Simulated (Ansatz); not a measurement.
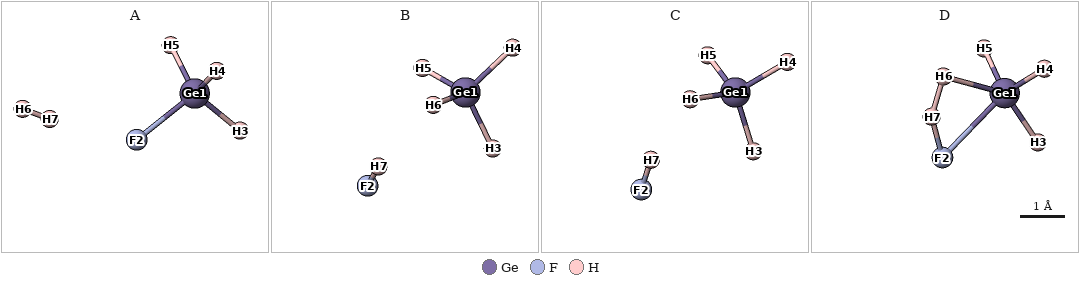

4 geometries from a converged minimum-energy path of GeH5F, made up at the start of GeH$_{3}$F and H2, shuffled. A ball-and-stick model, seen at a tilt.

Theory: Ansatz, RKS B3LYP-D4/def2-SVP. Set-up: 7 movable images; climbing image; force threshold 0.03 eV/Å; iteration limit 60; starting path through a guess of the saddle point.

**One of them is the converged climbing image. Which?**

D. In order along the path, whose images run from 0 to 8: A (image 0, 0.0 kJ/mol), D (image 5, +189.5 kJ/mol), C (image 7, +41.0 kJ/mol), B (image 8, +37.1 kJ/mol). Breaking: Ge1–F2 (1.76 → 2.09 at the top → 3.14 Å), H6–H7 (0.76 → 1.01 at the top → 1.95 Å). Forming: F2–H7 (2.34 → 1.16 at the top → 0.93 Å), Ge1–H6 (4.39 → 1.86 at the top → 1.55 Å).

Limits of the set-up: the start holds two separate molecules, 2.3 Å apart at their closest, whose relative position is a soft coordinate.

The run took 2.8 min on 2 threads of Intel(R) Xeon(R) Platinum 8259CL CPU @ 2.50GHz (Skylake/Cascade Lake), on a shared host, peak memory 0.17 GiB.
